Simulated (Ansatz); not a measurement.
C₃H₁₂BNSi (SMILES BN(CC)[SiH2]C)

```yaml
atoms:
  - { symbol: B, position_ang: [-0.4572, -1.5494, -0.7000] }
  - { symbol: N, position_ang: [0.2285, -0.4703, -0.1457] }
  - { symbol: C, position_ang: [1.4736, 0.0119, -0.7538] }
  - { symbol: C, position_ang: [1.2283, 1.0638, -1.8182] }
  - { symbol: Si, position_ang: [-0.2824, 0.3867, 1.2987] }
  - { symbol: C, position_ang: [-1.9393, -0.1748, 1.9220] }
  - { symbol: H, position_ang: [-1.4857, -1.9213, -0.2129] }
  - { symbol: H, position_ang: [-0.0007, -2.0996, -1.6649] }
  - { symbol: H, position_ang: [2.1243, 0.4190, 0.0298] }
  - { symbol: H, position_ang: [2.0010, -0.8419, -1.1858] }
  - { symbol: H, position_ang: [0.6282, 0.6479, -2.6306] }
  - { symbol: H, position_ang: [2.1740, 1.4177, -2.2359] }
  - { symbol: H, position_ang: [0.6948, 1.9236, -1.4071] }
  - { symbol: H, position_ang: [0.7688, 0.1901, 2.3374] }
  - { symbol: H, position_ang: [-0.3097, 1.8444, 0.9879] }
  - { symbol: H, position_ang: [-2.7179, -0.0286, 1.1710] }
  - { symbol: H, position_ang: [-2.2024, 0.4107, 2.8074] }
  - { symbol: H, position_ang: [-1.9264, -1.2298, 2.2006] }
```

Geometry: PBE0-D4/def2-TZVP.

These are results of RKS PBE0-D4/def2-TZVPP in Ansatz 0.2.0, not measurements.

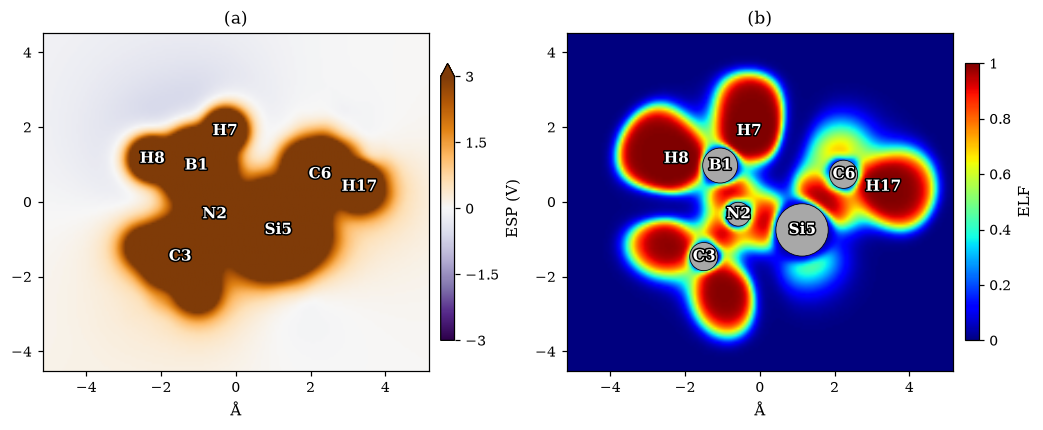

Figure 1. (a) molecular electrostatic potential; (b) ELF on the plane of atoms Si5, C6 and H17. Grey discs cover the atomic cores in the ELF map.

Interpret the plot.

Answer. The plane passes through B, N, C, Si and H nuclei. B–N (1.39 Å): the ELF peaks at about 0.90 between the atoms, as expected for a polar covalent bond. C–N (1.47 Å): the ELF peaks at about 0.90 between the atoms; a shared electron pair. Si–N (1.76 Å): the ELF peaks at about 0.95 between the atoms: a shared but strongly polarised pair. C–Si (1.86 Å): the ELF peaks at about 0.95 between the atoms; localised, covalent bonding. C–H (1.09 Å): the ELF climbs to about 1 towards the hydrogen, as it does in any bond to H; a covalent bond by its length. Outside the dense part of the molecule the potential is most negative (−0.6 V) near H8.

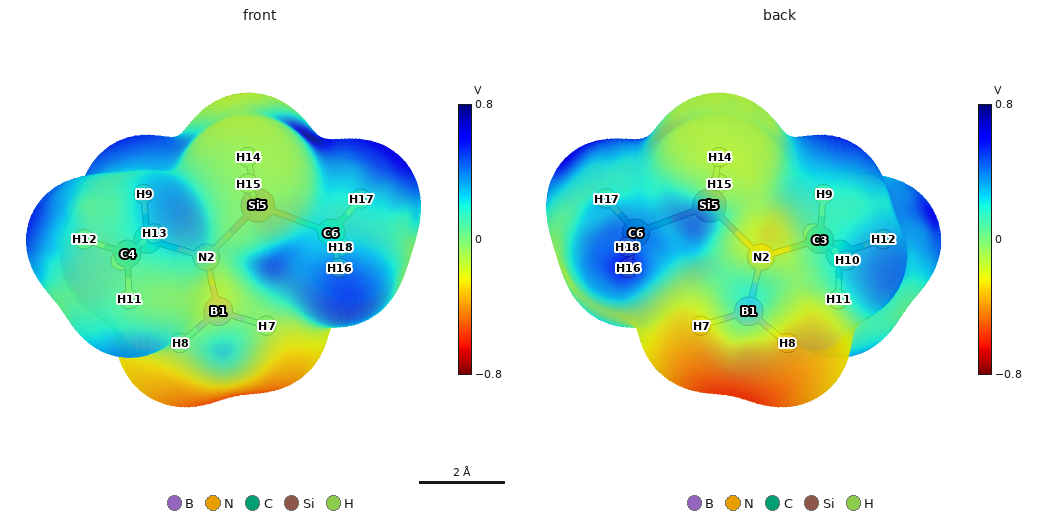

Figure 2. The molecular electrostatic potential painted on the density surface at 0.001 e/bohr³, seen from the front and from behind; red is negative and blue positive.

Describe the electrostatic potential map.

Answer. The most negative region (about −0.6 V) lies over H8, the most positive (about +0.7 V) over Si5 and H17.

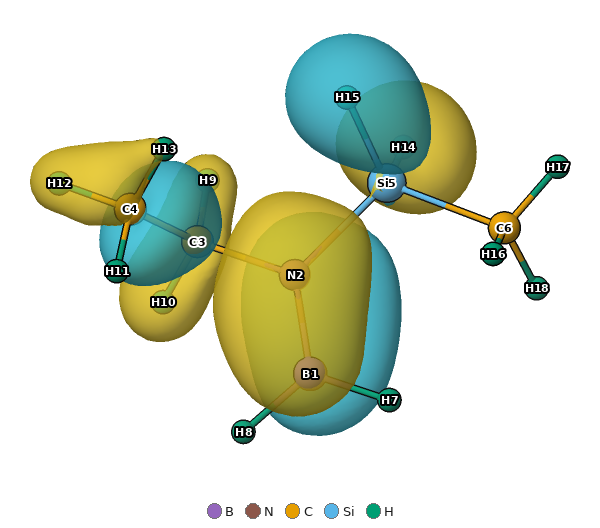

Figure 3. The HOMO at ±0.08 Å⁻³ᐟ² (yellow and cyan are the two phases), seen at a tilt.

What is the character of this orbital?

Answer. It lies mainly on N2 (about 40 %), B1 (about 15 %), Si5 (about 10 %), C3 (about 5 %), H14 (about 5 %) and C4 (about 5 %). Its energy is −7.77 eV.
